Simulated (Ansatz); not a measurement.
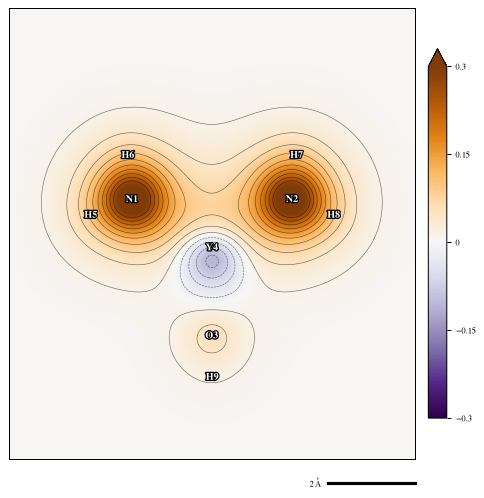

Figure. H5N2OY. The HOMO on a plane 0.8 Å above the molecular plane (values in Å⁻³ᐟ²; the overall sign is arbitrary).

Geometry: PBE0-D4/def2-SVP; core potentials replace the inner electrons of Y.

Computed with isolated molecule in a Gaussian basis; Kohn-Sham density functional theory, functional PBE0 in Ansatz 0.2.0.

Input

```
crystal:
  periodic: [false, false, false]
  atoms:
    - {symbol: "N", position_ang: [-0.965876, 1.703741, 0.461283]}
    - {symbol: "N", position_ang: [1.866424, -0.376324, -0.653585]}
    - {symbol: O, position_ang: [-1.156347, -1.926952, 0.654584]}
    - {symbol: "Y", position_ang: [-0.118814, -0.254003, 0.170239]}
    - {symbol: H, position_ang: [-1.883634, 1.943625, 0.836169]}
    - {symbol: H, position_ang: [-0.521730, 2.597821, 0.248246]}
    - {symbol: H, position_ang: [2.462429, 0.406058, -0.926833]}
    - {symbol: H, position_ang: [2.413979, -1.212880, -0.855395]}
    - {symbol: H, position_ang: [-1.645848, -2.714992, 0.882897]}
basis:
  gaussian: {orbitals: def2-TZVPD}
hamiltonian: {xc: {name: PBE0}}
output: {forces: true, orbitals: {seedname: orbitals}}
```

Launched as:

```sh
ansatz run input.yaml --threads 2 --pin off --max-ram 5220MiB --events-out events.jsonl --progress --plain --runs-dir runs
```

Where does this orbital lie, and at what energy?

By Hirshfeld shares it lies mainly on N1 (about 35 %), N2 (about 35 %) and Y4 (about 15 %); it changes sign across the molecular plane (π type); π-antibonding (a node) across N1–Y4 and N2–Y4. Its energy is −6.47 eV.
